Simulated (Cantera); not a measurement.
Feed: 1 mol Si, 1.5 mol HCl, 8.7 mol H₂, held at 1.00 Torr.

Equilibrium computed with Cantera from the NASA thermochemical tables; the gas is ideal and each condensed phase is pure. Candidate condensed phases: Si; 19 gas species. The tables' values for SiCl₃ are old estimates; treat these amounts as uncertain. Equilibrium is a limit: real reactors are often held back by kinetics, nucleation or transport.

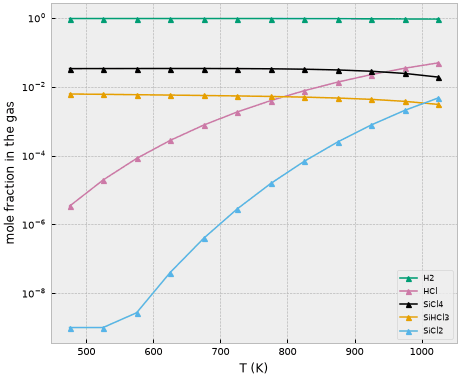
*Equilibrium gas composition (values under 1e-9 drawn at 1e-9)*

Q: Read off the mole fractions at 975 K.

A: H₂ about 0.93, HCl about 0.035, SiCl₄ about 0.024, SiHCl₃ about 0.0038, SiCl₂ about 0.0021.
